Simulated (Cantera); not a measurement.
Charge: 1 mol B, a varied amount of H2O, equilibrated at 1377 °C and 34.0 Pa.

Cantera equilibrium calculation (NASA polynomials, part measured and part estimated; ideal gas, pure solids and liquids). Candidate condensed phases: B, B2O3, B3O3H3, H2O; 23 gas species. The tables' values for BH2 are old estimates; treat these amounts as uncertain. Gases not in the tables: H3BO3. Rates play no part.

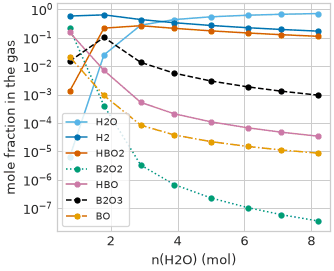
Fig. 1. Equilibrium gas composition (values under 1e-9 drawn at 1e-9)

At 0.77 mol H2O the condensed part is B(s). From 1.8 mol H2O to 8.2 mol H2O nothing is condensed.
